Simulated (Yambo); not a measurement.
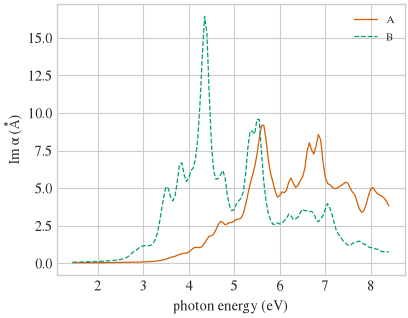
Figure: Two computed absorption spectra of a free-standing SnS₂ monolayer (symmetry P-3m1, slab cell 15.9 Å high) (Yambo, PBE bands with the same scissor, field along x)

Task: Which curve includes the electron-hole attraction (BSE), and where are its main peaks?

Result: Curve B: the attraction moves weight to lower energy (centre of the plotted range 5.1 eV against 6.4 eV). Its peaks lie at 3.5 eV, 3.9 eV, 4.3 eV, 5.5 eV. Settings: 18×18×1 mesh, 5 valence and 4 conduction bands, static screening with 52 bands and a 3 Ry block, scissor 1.56 eV, Tamm-Dancoff, stochastic integration of W near q = 0. The scissor comes from a G0W0 run whose convergence isn't established. Broadening 0.1 eV. The band window holds all transitions up to 8.5 eV. Fine structure above the onset can come from the mesh.

Spin-orbit coupling is not included.

Geometry relaxed with PBE+D3(BJ); primitive cell a = b = 3.665 Å, c = 15.900 Å, α = β = 90.00°, γ = 120.00°.

The potentials are those of PseudoDojo's stringent table.
